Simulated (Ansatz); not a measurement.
# BHLYP/6-31G(d) (spherical functions) run of SiNH4ClO (SMILES N[SiH](O)Cl)

Aim: the vertical singlet–triplet gap of SiNH4ClO at BHLYP/6-31G* (spherical functions), from 2 runs. 

The calculation is run with Ansatz 0.2.0.

128 further runs of the same task are left out: 128 set aside as unsound or not needed.

### 1 The molecule

SiNH4ClO has 8 atoms, charge 0, and is taken as a singlet. SMILES: `N[SiH](O)Cl`. The shape is that of a PBE0-D4/def2-TZVP optimisation. This is one conformer, not always the lowest.

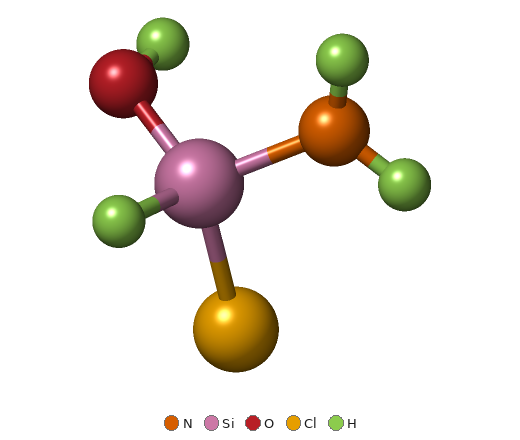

The structure, seen from a chosen angle (nitrogen orange, silicon pink, oxygen red, chlorine amber, hydrogen green).

### 2 A single-point energy at BHLYP/6-31G(d) (spherical functions)

Input file molecule.yaml:

```yaml
crystal:
  periodic: [false, false, false]
  atoms:
    - symbol: N
      position_ang: [-0.749800, 0.885600, -0.289000]
    - symbol: Si
      position_ang: [0.524400, -0.226200, -0.115300]
    - symbol: O
      position_ang: [0.551300, -0.861300, 1.386900]
    - symbol: Cl
      position_ang: [0.173100, -1.641600, -1.566900]
    - symbol: H
      position_ang: [-1.217200, 0.998000, -1.172700]
    - symbol: H
      position_ang: [-0.806900, 1.712400, 0.283000]
    - symbol: H
      position_ang: [1.896700, 0.277200, -0.308600]
    - symbol: H
      position_ang: [-0.279500, -1.201200, 1.726700]
basis:
  gaussian:
    orbitals: 6-31G_st_-spherical.json
hamiltonian:
  xc: {name: BHLYP}
accuracy: high
output: {orbitals: {seedname: orbitals}}
```

The basis set 6-31G* is read from a file made from the Basis Set Exchange's data (not shown).

On the command line:

```bash
$ ansatz run molecule.yaml --threads 1 --pin off --max-ram 3480MiB --events-out events.jsonl --progress --plain --runs-dir runs
```

The log of the run:

```text
Warning: RAYON_NUM_THREADS=1 ignored (pool sized by the plan → 1); use --threads N
Functional definition: BHLYP
  name "BHLYP"
  parameter a = 0.5
  exchange = (1 - a)*b88_x + a*exact_x
  correlation = lyp_c
1602 factors; integrals over basis functions are off by at most 3.7e-9 eV
mean field evaluation 1: about -23996.9814 eV, gradient 5.6e1 eV
mean field evaluation 2: about -23996.3969 eV, gradient 5.8e1 eV
mean field evaluation 4: about -24002.7067 eV, gradient 1.6e0 eV
mean field evaluation 8: about -24002.7757 eV, gradient 1.3e-1 eV
mean field evaluation 16: about -24002.7758 eV, gradient 5.6e-6 eV
mean field -24002.77577648 eV, -882.0857401197 hartree, gradient 2.1e-8 eV, S^2 0.000000; 0 other end points of the search recorded, 0 dependent functions left out
reference -24002.77580233 eV, -882.0857410700 hartree; 25, 25 occupied and 47, 47 virtual orbitals, 1602 factors
Total energy: -24002.77580233 eV, -882.0857410700 hartree
```

Run time: 3.9 s. Hardware: 1 thread of Intel Xeon 6975P-C (Granite Rapids), shared host; peak memory 0.24 GiB.

### 3 The triplet at the same level

Input file run.yaml:

```yaml
basis:
  gaussian:
    orbitals: 6-31G_st_-spherical.json
crystal:
  periodic: [false, false, false]
  atoms:
    - {symbol: N, position_ang: [-0.749800, 0.885600, -0.289000]}
    - {symbol: Si, position_ang: [0.524400, -0.226200, -0.115300]}
    - {symbol: O, position_ang: [0.551300, -0.861300, 1.386900]}
    - {symbol: Cl, position_ang: [0.173100, -1.641600, -1.566900]}
    - {symbol: H, position_ang: [-1.217200, 0.998000, -1.172700]}
    - {symbol: H, position_ang: [-0.806900, 1.712400, 0.283000]}
    - {symbol: H, position_ang: [1.896700, 0.277200, -0.308600]}
    - {symbol: H, position_ang: [-0.279500, -1.201200, 1.726700]}
magnetization:
  spin_polarized: true
  initial_magnetization: 2
hamiltonian:
  xc: {name: BHLYP}
accuracy: high
output: {orbitals: {seedname: orbitals}}
```

The basis set 6-31G* is read from a file made from the Basis Set Exchange's data (not shown).

On the command line:

```bash
$ ansatz run run.yaml --threads 1 --pin off --max-ram 3480MiB --events-out events.jsonl --progress --plain --runs-dir runs
```

The log of the run:

```text
Warning: RAYON_NUM_THREADS=1 ignored (pool sized by the plan → 1); use --threads N
[... 5 set-up lines as earlier in the session ...]
1602 factors; integrals over basis functions are off by at most 3.7e-9 eV
mean field evaluation 1: about -23985.2622 eV, gradient 4.4e1 eV
mean field evaluation 2: about -23973.6278 eV, gradient 6.7e1 eV
mean field evaluation 4: about -23994.0145 eV, gradient 8.4e0 eV
mean field evaluation 8: about -23995.4267 eV, gradient 7.0e-1 eV
mean field evaluation 16: about -23995.5218 eV, gradient 3.1e-2 eV
mean field evaluation 32: about -23995.5218 eV, gradient 1.7e-5 eV
mean field -23995.52181550 eV, -881.8191619707 hartree, gradient 8.1e-8 eV, S^2 2.004419; 4 other end points of the search recorded, 0 dependent functions left out
reference -23995.52184208 eV, -881.8191629477 hartree; 26, 24 occupied and 46, 48 virtual orbitals, 1602 factors
Total energy: -23995.52184208 eV, -881.8191629477 hartree
```

Wall time 9.6 s (1 thread of Intel Xeon 6975P-C (Granite Rapids), shared host); peak memory 0.35 GiB.

### 4 Summary of results

At BHLYP/6-31G* (spherical functions):

| quantity | value |
| --- | --- |
| singlet: total energy | -882.08574 Eh |
| singlet: HOMO energy | -9.20 eV |
| singlet: LUMO energy | 2.35 eV |
| singlet: HOMO–LUMO gap | 11.56 eV |
| triplet: total energy | -881.81916 Eh |
| triplet: HOMO energy (highest over α and β) | -1.79 eV |
| triplet: ⟨S²⟩ | 2.004 |
| vertical energy of the triplet above the singlet | 7.254 eV |

**Reading.** At this shape the triplet lies 7.25 eV (700 kJ/mol) above the singlet.
